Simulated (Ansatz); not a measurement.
# SnSe2 monolayer (2H): modes against uniaxial strain along the armchair direction, normal to a, with the width clamped

Aim: how do the optical modes of SnSe2 monolayer (2H) shift and split under this strain?

Main program and level: Ansatz 0.2.0; DFT PBE, scalar-relativistic, plane waves, PAW; PAW set soft_1.

### Step 1. The starting structure

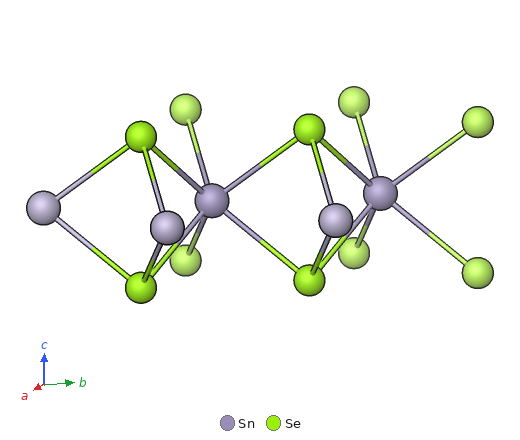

The cell as given, slightly off an axis (tin purple, selenium green). 1×2×1 cells are drawn. Some periodic images of atoms are drawn too.

The cell holds 3 atoms: 1 Sn and 2 Se. Its edges and angles: a = 3.800 Å, b = 3.800 Å, c = 30.460 Å, α = 90.0°, β = 90.0°, γ = 120.0°. Vacuum lies along c. The height across the vacuum is the one that the program set for its solve, not the one typed.

### Step 2. A rough relaxation first

A rough relaxation comes first, because large forces or stress need no tight tolerances yet. The program lengthens the typed cell of 20.0 Å along the normal to 30.5 Å, as its cut-off of the electrostatics needs, and moves no atom.

input.yaml reads:

```yaml
crystal:
  lattice:
    - [3.8, 0.0, 0.0]
    - [-1.9, 3.2909, 0.0]
    - [0.0, 0.0, 20.0]
  atoms:
    - { symbol: Sn, position: [0.333333, 0.666667, 0.5] }
    - { symbol: Se, position: [0.666667, 0.333333, 0.58325] }
    - { symbol: Se, position: [0.666667, 0.333333, 0.41675] }
  periodic: [true, true, false]
kpoints:
  mp_grid: { grid: [6, 6, 1] }
hamiltonian:
  xc: pbe
  pseudopotentials: { kind: paw, azcp: { folder: soft_1 } }
scf:
  occupations: { method: gaussian, width: 0.1 }
output:
  forces: true
  stress: true
  eigenvalues: true
relax:
  adjacent_minimum: "off"
  f_tol: 0.05
  max_steps: 80
  cell: { stress_2d_tol: 0.02 }
```

Run with:

```bash
$ ansatz run input.yaml --threads 4 --pin off --max-ram 16384MiB --backend cpu --events-out ev --progress --plain --runs-dir out
```

Numbers of over 12 decimals in the logs are rounded to 6 here.

What it wrote:

```text
[...]
F+E_penalty+E_count = -16962.68107776 eV   max|allowed force component| = 1.596e-3 eV/Å   (the final SCF, on the basis selected at the relaxed cell)
  cell:  # Å, volume = 379.3053 Å³
    - [3.791964, 0.0, 0.0]
    - [-1.895982, 3.283937, 0.0]
    - [0.0, 0.0, 30.46]
  atoms:
    - { symbol: Sn, position: [0.333333, 0.666667, 0.328299] }
    - { symbol: Se, position: [0.666667, 0.333333, 0.385109] }
    - { symbol: Se, position: [0.666667, 0.333333, 0.271490] }
[key lines of the parts left out:]
SCF converged after 6 iterations
Free energy (F): -16962.681078 eV
Fermi energy:    -5.659305 eV
P = ½ c Tr σ = 0.0108 N/m
```

Run time: 14 s. Hardware: 4 threads of Arm Neoverse V1, shared host; peak memory 0.67 GiB; 52 s of CPU time.

Step by step:

```tsv
step	energy less that of the first step (eV)	largest force component (eV/Å)	volume (Å³)
1	0.0000	0.7876	380.92
2	0.0931	1.0864	373.97
3	-0.0458	0.1495	378.46
4	-0.0481	0.0250	379.03
5	-0.0482	0.0016	379.31
6*	-0.0482	0.0016	379.31
```

Relaxation steps marked * repeat the geometry before them on a plane-wave basis chosen anew for their cell, so energy and pressure can jump there. Relaxation step 2 was tried and not accepted.

Forces are held to the 12 operations that the run works with; a distortion that breaks them can't arise in this run.

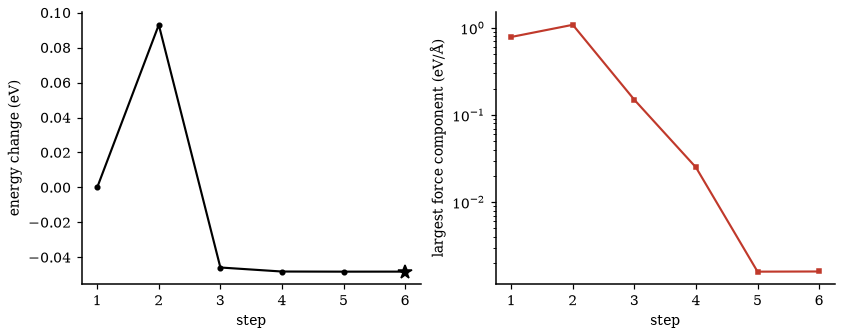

Energy and largest force along the relaxation. Stars mark steps on a basis chosen anew.

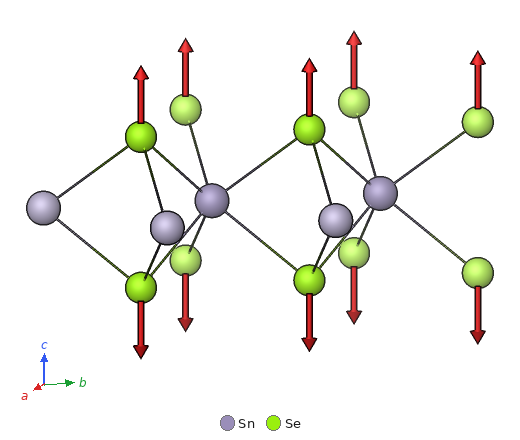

Displacements in the relaxation, exaggerated, measured against the changing cell; the longest in the cell stands for 0.07 Å. 1×2×1 cells are drawn. Some periodic images of atoms are drawn too.

```tsv
cell as run	before	after	change
a (Å)	3.800	3.792	-0.2 %
b (Å)	3.800	3.792	-0.2 %
```

The atoms that moved most (Å, along periodic axes as changes of fractional coordinates times the final cell, across vacuum about the mean position):

```tsv
atom	dx	dy	dz	length
Se2	0.000	0.000	0.065	0.065
Se3	0.000	0.000	-0.065	0.065
```

The relaxed structure:

```
Sn Se
1.0
     3.79196    0.00000    0.00000
    -1.89598    3.28394    0.00000
     0.00000    0.00000   30.46000
Sn Se
1 2
Direct
  0.33333 0.66667 0.32830
  0.66667 0.33333 0.38511
  0.66667 0.33333 0.27149
```

Numbers from this step:

```
gap on the k-mesh : 0 eV
area per atom     : 4.151 Å²
```

The relaxation ends with a largest force component of 0.0016 eV/Å.

### Step 3. Relaxation

The cell and atoms are relaxed, since residual forces and stress would shift the frequencies.

input.yaml, the sections that differ from step 2:

```yaml
crystal:
  lattice:
    - [3.7919640749, 0.0, 0.0]
    - [-1.8959820374, 3.2839372191, 0.0]
    - [0.0, 0.0, 30.46]
  atoms:
    - { symbol: Sn, position: [0.3333333333, 0.6666666667, 0.3282994091] }
    - { symbol: Se, position: [0.6666666667, 0.3333333333, 0.3851090976] }
    - { symbol: Se, position: [0.6666666667, 0.3333333333, 0.2714897205] }
  periodic: [true, true, false]
kpoints:
  mp_grid: { grid: [12, 12, 1] }
relax:
  adjacent_minimum: "off"
  f_tol: 0.005
  max_steps: 80
  cell: { stress_2d_tol: 0.02 }
# hamiltonian, scf, output: as in step 2
```

What it wrote:

```text
[...]
Crystal: 3 atoms, lattice volume = 379.305 Å³
Basis set: ecut = 420 eV, 7433 PW (Γ), exchange–correlation on 54×54×432 points (8 copies of the dense FFT grid, shifted against one another)
Bands: 28, of which v1, the nominal top of the filled ones, is band 23 counted from 1 (22 counted from 0)
Symmetry: 12 space group operations
[...]
--- Relaxed structure (3 steps of the walk, 2 accepted, 1 SCFs on fresh bases) ---
[...]
cell:  # Å, volume = 379.7224 Å³
    - [3.794048, -2.8883432848253965e-11, 0.0]
    - [-1.897024, 3.285742, 0.0]
    - [0.0, 0.0, 30.46]
  atoms:
    - { symbol: Sn, position: [0.333333, 0.666667, 0.328299] }
    - { symbol: Se, position: [0.666667, 0.333333, 0.384950] }
    - { symbol: Se, position: [0.666667, 0.333333, 0.271649] }
[key lines of the parts left out:]
SCF converged after 7 iterations
Free energy (F): -16962.695868 eV
Fermi energy:    -5.630364 eV
P = ½ c Tr σ = 0.0046 N/m
```

Wall time 24 s (4 threads); peak memory 0.74 GiB; 93 s of CPU time.

Little changed from the start: no atom moved by 0.005 Å and no cell edge by 0.1 %.

Numbers from this step:

* gap on the k-mesh: 0.02421 eV
* area per atom: 4.155 Å²

### Step 4. Tight relaxation

Phonons need small forces and stress, so the relaxation is finished with tight tolerances on 12×12×1 k points.

input.yaml, the sections that differ from step 3:

```yaml
crystal:
  lattice:
    - [3.7940480531, 0.0, 0.0]
    - [-1.8970240265, 3.2857419971, 0.0]
    - [0.0, 0.0, 30.46]
  atoms:
    - { symbol: Sn, position: [0.3333333333, 0.6666666667, 0.3282994091] }
    - { symbol: Se, position: [0.6666666667, 0.3333333333, 0.3849499087] }
    - { symbol: Se, position: [0.6666666667, 0.3333333333, 0.2716489094] }
  periodic: [true, true, false]
output:
  forces: true
  stress: true
  eigenvalues: true
  write_density: true
  write_potential: true
  elf: true
  volumetric_format: npy
relax:
  adjacent_minimum: "off"
  f_tol: 0.001
  max_steps: 60
  cell: { stress_2d_tol: 0.002 }
# kpoints, hamiltonian, scf: as in step 3
```

What it wrote:

```text
[...]
Crystal: 3 atoms, lattice volume = 379.722 Å³
Basis set: ecut = 420 eV, 7445 PW (Γ), exchange–correlation on 54×54×432 points (8 copies of the dense FFT grid, shifted against one another)
Bands: 28, of which v1, the nominal top of the filled ones, is band 23 counted from 1 (22 counted from 0)
Symmetry: 12 space group operations
[...]
° read free of the cell's end (the report's vacuum.weakly_bound_levels)
--- Relaxed structure (3 steps of the walk, 2 accepted, 1 SCFs on fresh bases) ---
[...]
cell:  # Å, volume = 379.7518 Å³
    - [3.794195, -2.8868641845387078e-11, 0]
    - [-1.897097, 3.285869, 0]
    - [0, 0, 30.46]
  atoms:
    - { symbol: Sn, position: [0.333333, 0.666667, 0.328299] }
    - { symbol: Se, position: [0.666667, 0.333333, 0.384945] }
    - { symbol: Se, position: [0.666667, 0.333333, 0.271654] }
[key lines of the parts left out:]
SCF converged after 10 iterations
Free energy (F): -16962.695869 eV
Fermi energy:    -5.630714 eV
P = ½ c Tr σ = 0.0019 N/m
```

Wall time 27 s (4 threads); peak memory 0.75 GiB; 1.7 min of CPU time.

Little changed from the start: no atom moved by 0.005 Å and no cell edge by 0.1 %.

Numbers from this step:

```yaml
gap_on_the_k_mesh: 0.02475 eV
area_per_atom: 4.156 Å²
```

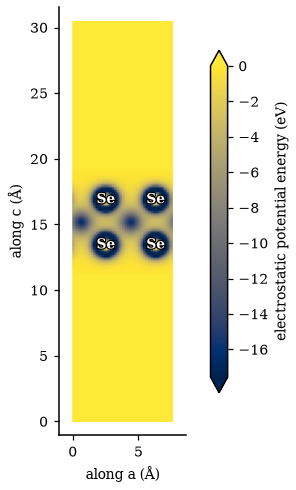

Electrostatic potential energy in the ac plane at fractional y = 0.333, with atoms of Se within 0.2 Å of it. With pseudopotentials it is smooth inside the atoms' cores, unlike the true potential.

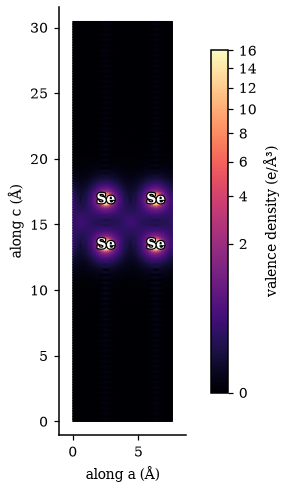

Valence density in the ac plane at fractional y = 0.333, with atoms of Se within 0.2 Å of it. It is the smooth field of the valence electrons, not physical close to the nuclei. The colour scale is stretched toward low values.

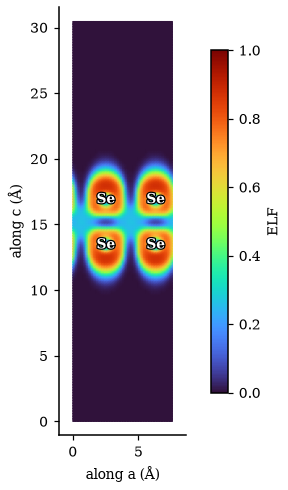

ELF in the ac plane at fractional y = 0.333, with atoms of Se within 0.2 Å of it. It is the smooth field of the valence electrons, not physical close to the nuclei.

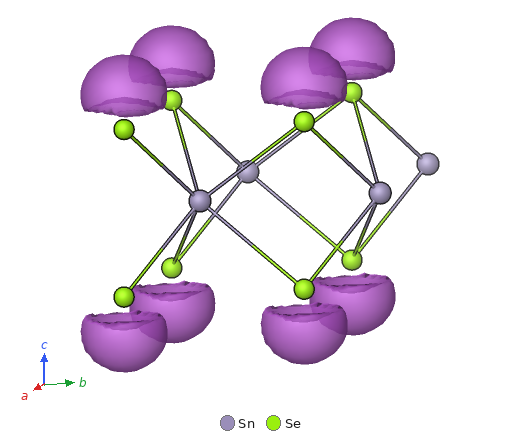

Surface of ELF = 0.8. 2×2×1 cells are drawn.

The largest force component left is 0.28 meV/Å, within the tolerances set.

### Step 5. Zone-centre response at rest

Phonons follow from the second derivative of the energy, found here by linear response.

The modes at rest are the reference of the series.

input.yaml, the sections that differ from step 4:

```yaml
crystal:
  lattice:
    - [3.794194891, 0.0, 0.0]
    - [-1.8970974455, 3.2858691626, 0.0]
    - [0.0, 0.0, 30.46]
  atoms:
    - { symbol: Sn, position: [0.3333333333, 0.6666666667, 0.3282994091] }
    - { symbol: Se, position: [0.6666666667, 0.3333333333, 0.3849452767] }
    - { symbol: Se, position: [0.6666666667, 0.3333333333, 0.2716535414] }
  periodic: [true, true, false]
output:
  eigenvalues: true
phonons:
  method: dfpt
# kpoints, hamiltonian, scf: as in step 4
# relax: removed
```

What it wrote:

```text
Warning: crystal.symmetry: narrowed to the stabiliser of the run's FFT grids — unitary ops 12 → 6. A phonons.method: dfpt run fills in the rows of the dynamical matrix that it does not solve by its symmetry operations, which is exact only for operations that map its FFT grids onto themselves: filled in by any other, the frequencies could depend on the order in which like atoms are typed, or, by more than the grids' own error, on where the crystal sits among the grids' points. Excluded: 6 operations. The run can therefore solve more perturbations, solve them on more k-points, or both, and cost more. [rest of the remark cut]
[...]
Crystal: 3 atoms, lattice volume = 379.752 Å³
Basis set: ecut = 420 eV, 7445 PW (Γ), exchange–correlation on 54×54×432 points (8 copies of the dense FFT grid, shifted against one another)
Bands: 28, of which v1, the nominal top of the filled ones, is band 23 counted from 1 (22 counted from 0)
Symmetry: 12 space group operations
k-points: 43 of 144 (irreducible under 2 space group operations, time reversal used)
[...]
SCF iter  11: F=-16962.695869 eV  HF=-16962.695869 eV  |F-HF|=3.64e-12  |Δ(HF+E_count)|=  2.00e-10  Δρ=6.47e-9  dr2=2.86e-13  ethr=1.00e-12  ⟨swp⟩=18.6  Hψ=8076  notcnv=0
SCF 1 converged in 11 iterations: F = -16962.695869 eV  dr2 = 2.86e-13
[...]
DFPT response loops at Γ: preconditioner auto → none (partly filled bands, converged f_vac=0.765); β = 0.50; Broyden in place of MSR1
SCF converged after 11 iterations
Free energy (F): -16962.695869 eV
[...]
Internal energy: -16962.692433 eV  (E = F + TS)
E sigma→0 (E₀):  -16962.694151 eV
Entropy (-TS):   -0.003436 eV (-1.145 meV/atom)
Fermi energy:    -5.630714 eV
[...]
--- Band table (eV; the first three rows and the last of 43) ---
  k-point 0: bands = [... 19 lower, -6.4592, -6.4592, -5.6543, -5.6543, -5.1513, -2.1124, -1.5615, -1.5615, ... 1 higher]
  k-point 1: bands = [... 19 lower, -7.1121, -6.5941, -6.0575, -5.7092, -4.6856, -1.8724 (-1.8724°), -1.7108 (-1.7108°), -1.4129, ... 1 higher]
  k-point 2: bands = [... 19 lower, -7.4919, -6.9208, -6.6825, -5.8522, -4.3392, -2.3351, -1.0983 (-1.0982°), -1.0459, ... 1 higher]
  k-point 42: bands = [... 19 lower, -9.2137, -9.0609, -7.3834, -6.1420, -4.7240, -2.8040, -0.7210, -0.1937, ... 1 higher]
  ° read free of the cell's end (the report's vacuum.weakly_bound_levels)
--- Phonons (Γ-DFPT): 6 representative perturbations + reference, on 43 of 144 k-points (Σ response iterations 23) ---
  ASR residual: 1.077e-4 → 0.000e0 eV/Å²; symmetrization residual: 2.931e-5 eV/Å²
  The last average, over the group as it would stand without the narrowing to the FFT grids, took up to 8.049e-6 eV/Å² of the zone centre's force constants
  ASR residual per site (eV/Å²): 1.08e-4 1.50e-6 4.33e-5
  Γ frequencies (cm⁻¹): -85.33 -85.33 0.00 0.00 0.00 130.19 130.19 199.13 229.71
  non-analytic LO–TO correction: not included (Born effective charges unavailable; polar crystals: no LO–TO splitting at Γ)
```

Run time: 99 s. Hardware: 4 threads; peak memory 1.8 GiB; 6.4 min of CPU time.

This step gave:

| Item | Value |
| --- | --- |
| sum-rule residual before enforcement | 1.08e-4 eV/Å² |
| point group | -6m2 |
| highest optical mode at the zone centre (no LO-TO term) | 229.7 cm⁻¹ |
| lowest optical zone-centre mode | -85.33 cm⁻¹ |

Without the LO-TO term. Patterns of degenerate modes are one choice out of their space. Modes at Γ, with each element's share of the kinetic energy (negative means imaginary):

```tsv
mode	frequency (cm⁻¹)	symmetry	Sn %	Se %
1	-85.3	E''	0	100
2	-85.3	E''	0	100
3	0.0	acoustic	43	57
4	0.0	acoustic	43	57
5	0.0	acoustic	43	57
6	130.2	E'	57	43
7	130.2	E'	57	43
8	199.1	A1'	0	100
9	229.7	A2''	57	43
```

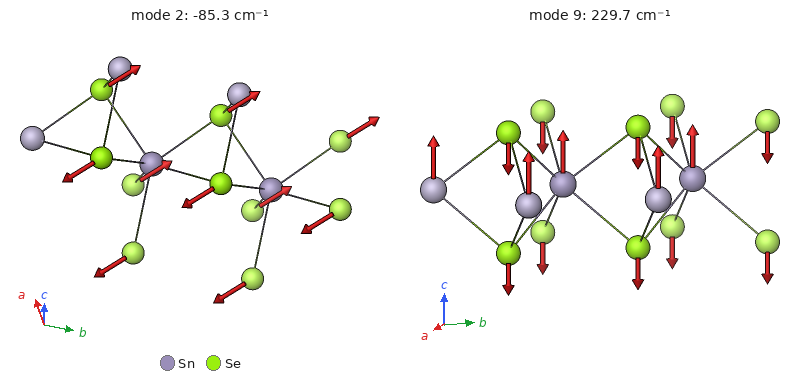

Displacement patterns of modes 2 and 9 at Γ; arrows are exaggerated. 1×2×1 cells are drawn. Some periodic images of atoms are drawn too.

Before it was imposed, the acoustic sum rule was missed by 1.1e-4 eV/Å². Small misses are needed for a sound result but don't prove that mesh and cutoff are converged. The lowest optical mode is imaginary, 85.3i cm⁻¹, so the energy falls along it.

### Step 6. Relaxation of a member: uniaxial strain of +5 % along the armchair direction, normal to a, with the width clamped

The cell takes a uniaxial strain of +5 % along the armchair direction, normal to a, with the width clamped. The cell is held, and the atoms relax in it.

input.yaml, the sections that differ from step 5:

```yaml
crystal:
  lattice:
    - [3.794194891, 0.0, 0.0]
    - [-1.8970974455, 3.4501626206, 0.0]
    - [0.0, 0.0, 30.46]
  atoms:
    - { symbol: Sn, position: [0.3338061977, 0.6676123954, 0.3282994091] }
    - { symbol: Se, position: [0.6664302345, 0.3328604689, 0.3847630941] }
    - { symbol: Se, position: [0.6664302345, 0.3328604689, 0.2718357241] }
  periodic: [true, true, false]
output:
  forces: true
  stress: true
  eigenvalues: true
relax:
  adjacent_minimum: "off"
  f_tol: 0.001
  max_steps: 60
# kpoints, hamiltonian, scf: as in step 5
# phonons: removed
```

What it wrote:

```text
[...]
--- Relaxed structure (4 steps of the walk, 3 accepted, 0 SCFs on fresh bases) ---
  F+E_penalty+E_count = -16962.63300621 eV   max|allowed force component| = 2.983e-5 eV/Å
  cell:  # Å, volume = 398.7394 Å³
    - [3.794194891, 0.0, 0.0]
    - [-1.8970974455, 3.4501626206, 0.0]
    - [0.0, 0.0, 30.46]
  atoms:
    - { symbol: Sn, position: [0.333609, 0.667218, 0.328299] }
    - { symbol: Se, position: [0.666529, 0.333058, 0.384743] }
    - { symbol: Se, position: [0.666529, 0.333058, 0.271856] }
[key lines of the parts left out:]
SCF converged after 4 iterations
Free energy (F): -16962.633006 eV
Fermi energy:    -5.779957 eV
P = ½ c Tr σ = -1.9698 N/m
```

Run time: 44 s. Hardware: 4 threads; peak memory 0.9 GiB.

Hardly anything moved in the relaxation; the energy changed by under 0.2 meV an atom.

This step gave:

```
gap on the k-mesh : 0 eV
area per atom     : 4.364 Å²
```

The largest force component left is 0.031 meV/Å.

### Step 7. Zone-centre modes of the member: uniaxial strain of +5 % along the armchair direction, normal to a, with the width clamped

The zone-centre modes follow for uniaxial strain of +5 % along the armchair direction, normal to a, with the width clamped.

input.yaml, the sections that differ from step 6:

```yaml
crystal:
  lattice:
    - [3.794194891, 0.0, 0.0]
    - [-1.8970974455, 3.4501626206, 0.0]
    - [0.0, 0.0, 30.46]
  atoms:
    - { symbol: Sn, position: [0.3336088249, 0.6672176498, 0.3282994091] }
    - { symbol: Se, position: [0.6665289209, 0.3330578417, 0.3847429996] }
    - { symbol: Se, position: [0.6665289209, 0.3330578417, 0.2718558186] }
  periodic: [true, true, false]
output:
  eigenvalues: true
phonons:
  method: dfpt
# kpoints, hamiltonian, scf: as in step 6
# relax: removed
```

What it wrote:

```text
[...]
Crystal: 3 atoms, lattice volume = 398.739 Å³
Basis set: ecut = 420 eV, 7825 PW (Γ), exchange–correlation on 54×54×432 points (8 copies of the dense FFT grid, shifted against one another)
Bands: 28, of which v1, the nominal top of the filled ones, is band 23 counted from 1 (22 counted from 0)
Symmetry: 4 space group operations
k-points: 43 of 144 (irreducible under 2 space group operations, time reversal used)
[...]
SCF iter   1: F=—  HF=-16963.023019 eV  |F-HF|=—  |Δ(HF+E_count)|=         —  Δρ=1.36e-2  dr2=1.44e0  ethr=3.10e-3  ⟨swp⟩=14.4  Hψ=7910  notcnv=0
[...]
SCF iter  11: F=-16962.633006 eV  HF=-16962.633006 eV  |F-HF|=1.38e-10  |Δ(HF+E_count)|=  1.67e-10  Δρ=3.01e-8  dr2=4.61e-12  ethr=1.00e-12  ⟨swp⟩=19.3  Hψ=8611  notcnv=0
SCF 1 converged in 11 iterations: F = -16962.633006 eV  dr2 = 4.61e-12
[...]
SCF converged after 11 iterations
Free energy (F): -16962.633006 eV
[...]
Internal energy: -16962.629864 eV  (E = F + TS)
E sigma→0 (E₀):  -16962.631435 eV
Entropy (-TS):   -0.003142 eV (-1.047 meV/atom)
Fermi energy:    -5.779966 eV
[...]
--- Band table (eV; the first three rows and the last of 43) ---
  k-point 0: bands = [... 19 lower, -6.7981, -6.5544, -5.9588, -5.7368, -5.5190, -2.4903, -2.0865, -1.6651, ... 1 higher]
  k-point 1: bands = [... 19 lower, -7.2527, -6.6585, -6.2870, -5.7765, -5.0467, -2.2963, -2.1146, -1.5383, ... 1 higher]
  k-point 2: bands = [... 19 lower, -7.5232, -6.9158, -6.6867, -5.8811, -4.6224, -2.6200, -1.4342 (-1.4342°), -1.2491, ... 1 higher]
  k-point 42: bands = [... 19 lower, -9.1663, -8.9631, -7.3421, -6.0872, -4.9722, -2.8538, -1.2847, -0.6598, ... 1 higher]
  ° read free of the cell's end (the report's vacuum.weakly_bound_levels)
[...]
ASR residual: 1.072e-4 → 0.000e0 eV/Å²; symmetrization residual: 2.451e-5 eV/Å²
[...]
ASR residual per site (eV/Å²): 1.07e-4 3.25e-5 1.73e-5
  Γ frequencies (cm⁻¹): -96.74 -88.26 0.00 0.00 0.00 113.79 125.82 198.36 214.07
[...]
```

Elapsed: 2.6 min, on 4 threads; peak memory 1.9 GiB.

Numbers from this step:

```
sum-rule residual before enforcement                    : 1.07e-4 eV/Å²
point group                                             : mm2
highest optical mode at the zone centre (no LO-TO term) : 214.1 cm⁻¹
lowest optical zone-centre mode                         : -96.74 cm⁻¹
```

Without the LO-TO term. Patterns of degenerate modes are one choice out of their space. The modes at Γ (shares of kinetic energy by element, %) (negative means imaginary):

```tsv
mode	frequency (cm⁻¹)	symmetry	Sn %	Se %
1	-96.7	B1	0	100
2	-88.3	A2	0	100
3	0.0	acoustic	43	57
4	0.0	acoustic	43	57
5	0.0	acoustic	43	57
6	113.8	A1	57	43
7	125.8	B2	57	43
8	198.4	A1	0	100
9	214.1	B1	57	43
```

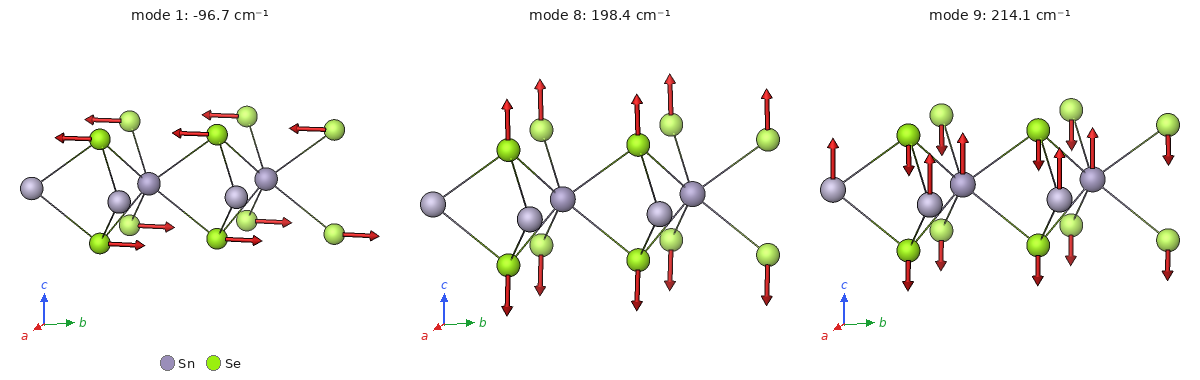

Displacement patterns of modes 1, 8 and 9 at Γ; arrows are exaggerated. 1×2×1 cells are drawn. Some periodic images of atoms are drawn too.

The lowest optical mode is imaginary, 96.7i cm⁻¹, so the energy falls along it, and the highest lies at 214.1 cm⁻¹.

For the highest optical mode at the zone centre (no LO-TO term), step 5 gave 230 cm⁻¹; this run, with strain 5 %, gives 214 cm⁻¹ (-7 %).

(Part 1 of 2 ends here.)

[Logs are printed without paths, hosts, clocks, repeated set-up lines and the standing remarks that a program may print on its own settings, such as how far it seeks lower states.]

[Hosts, paths, dates, database ids (printed as entryN), source tags and the programs' standing remarks are cut or masked in the printed files.]
